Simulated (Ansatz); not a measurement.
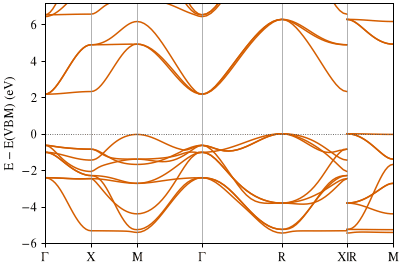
*Band structure from plane-wave PAW PBE (Ansatz code)*

**Question.** Read off the gap and where the band edges lie.

**Answer.** About 2.2 eV (2.17 eV by a search for the band edges); maximum at R, minimum at Γ.

**Question.** Pick the material that matches.
A) SiRu, P2_13 (Si on 4a, Ru on 4a)
B) KTaO3, cubic perovskite
C) SrTiO3, cubic perovskite
D) BaTiO3, cubic perovskite

**Answer.** B, KTaO3, cubic perovskite

Space group Pm-3m (cubic perovskite). Symmetry was held in the PBE relaxation. No spin polarisation was allowed. Scalar-relativistic: spin–orbit coupling is off unless named, which matters more the heavier the elements.

Potentials: the earlier of the program's two PAW sets.
